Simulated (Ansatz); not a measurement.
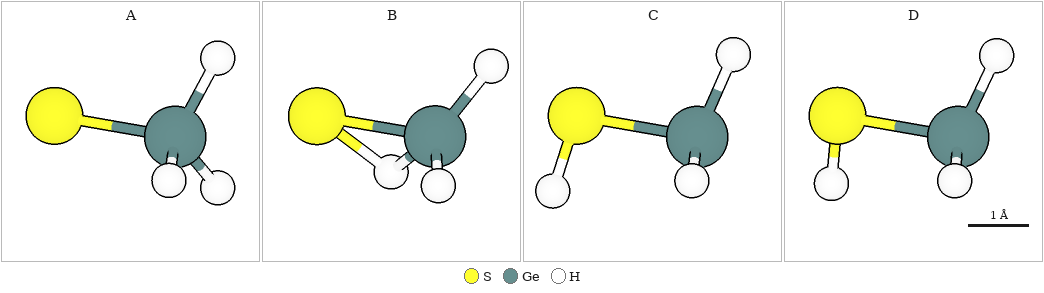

4 geometries from a converged minimum-energy path of GeH3S (multiplicity 2), shuffled. The picture is a ball-and-stick view, seen at a tilt.

These are results of UHF/def2-mTZVP in Ansatz, not measurements. Run with 5 movable images; climbing image; force threshold 0.03 eV/Å; iteration limit 35; starting path through a guess of the saddle point.

### One of them is the converged climbing image. Which?

B. In order along the path, whose images run from 0 to 6: C (image 0, 0.00 eV), D (image 1, +0.03 eV), B (image 4, +1.78 eV), A (image 6, −0.15 eV). A hydrogen atom shifts from one atom to another. Breaking: H–S (1.34 → 3.03 Å). Forming: Ge–H (2.75 → 1.53 Å).

Limits of the set-up: Hartree-Fock leaves out electron correlation.
